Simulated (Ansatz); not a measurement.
Input

```
crystal:
  periodic: [false, false, false]
  atoms:
    - {symbol: C, position_ang: [1.044554, 0.794106, 0.556938]}
    - {symbol: C, position_ang: [0.050901, 0.547174, -0.289316]}
    - {symbol: F, position_ang: [-0.263374, 1.501134, -1.198255]}
    - {symbol: Ga, position_ang: [-0.997812, -1.115878, -0.309752]}
    - {symbol: H, position_ang: [1.314311, 0.047488, 1.292515]}
    - {symbol: H, position_ang: [1.600311, 1.726637, 0.536167]}
    - {symbol: H, position_ang: [-2.149426, -1.311885, -1.347030]}
    - {symbol: H, position_ang: [-0.599465, -2.188785, 0.758744]}
basis:
  gaussian: {orbitals: def2-TZVPP}
hamiltonian: {xc: pbe0, dispersion: d4}
output: {orbitals: {seedname: orbitals}}
```

Run with:

```sh
ansatz run in.yaml --threads 2 --pin off --events-out ev --progress --plain --max-ram 4352MiB
```

Geometry: PBE0-D4/def2-TZVP.

These are results of RKS PBE0-D4/def2-TZVPP (Ansatz), not measurements.

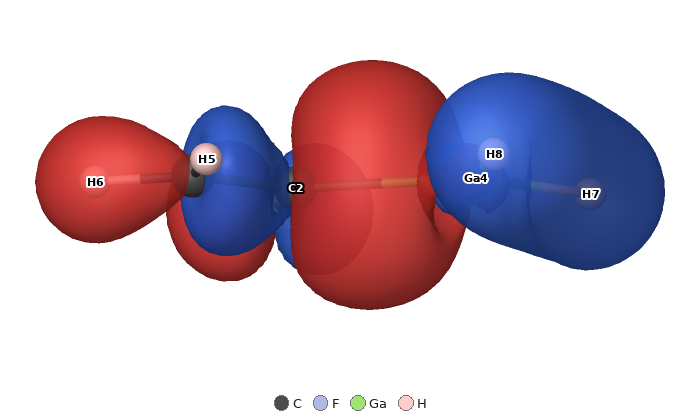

C₂H₄FGa (SMILES C=[C](F)[GaH2]). The HOMO−1 at ±0.1 Å⁻³ᐟ² (red and blue are the two phases), seen from one side.

Question: Describe this orbital and give its energy.

Answer: By Hirshfeld shares it lies mainly on C2 (about 30 %), Ga4 (about 25 %), F3 (about 15 %), C1 (about 10 %), H8 (about 10 %) and H7 (about 5 %); it is symmetric in the molecular plane (an in-plane orbital: σ, lone-pair or in-plane π type). Its energy is −8.47 eV.
